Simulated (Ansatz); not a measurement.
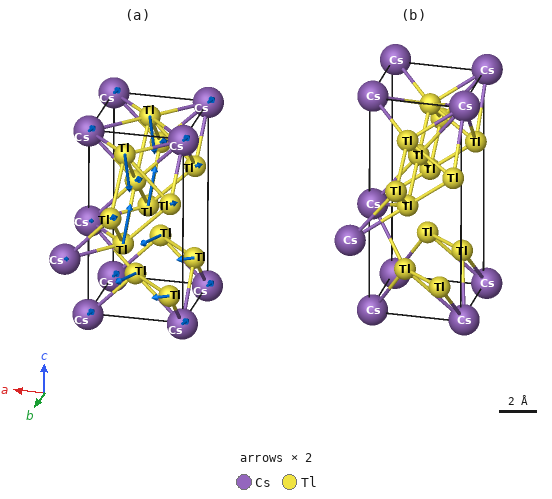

The structure of crystalline CsTl$_{3}$ (a generated structure, set up in P1) (coarse preliminary run) before (left) and after (right) a relaxation, at one scale. The blue arrows give the displacements (the part carried along by the change of the cell is left out), 2 times their true length.

Style: ball-and-stick. Shown: the cell of the calculation, repeated 1 × 2 × 1 with one cell outlined, from a free direction.

These are results of DFT PBE, scalar-relativistic, plane waves, PAW in Ansatz 0.2.0, not measurements. Settings: plane-wave cutoff 420 eV; k-point mesh 4 × 4 × 2; occupations gaussian; smearing width 0.2 eV; no spin polarisation; cell and atoms relaxed; force threshold 0.025 eV/Å; at most 60 steps.

Question: Describe what moved and what it gained.

Answer: The run was cut off at its time limit before the relaxation converged, so the last structure is only a point on the way. A Tl atom moves most relative to the cell: 1.22 Å along [0 −1 −2]. By element the largest moves are Tl 1.22 Å, Cs 0.34 Å. The volume changes by +11.2 %, with a 5.326 → 5.196 Å (−2.4 %), b 5.348 → 5.211 Å (−2.6 %), c 10.885 → 12.737 Å (+17.0 %), α 91.1° → 90.0°, γ 89.4° → 91.5°. Some distances before and after: Cs–Tl 3.674 → 4.437 Å, Cs–Tl 3.788 → 4.532 Å, Cs–Tl 3.863 → 4.544 Å, Tl–Tl 3.866 → 3.241 Å. Among the angles between lasting bonds that change: Cs–Tl–Cs 176.8° → 141.3°, Cs–Tl–Cs 175.8° → 142.3°, Cs–Tl–Cs 178.0° → 147.4°. The space group stays P1 (No. 1). After 9 geometry steps the energy has fallen by 93.2 meV per atom. The largest force component goes from 0.31 to 0.027 eV/Å. Pressure: 0.41 GPa at the start and 0.04 GPa at the end.
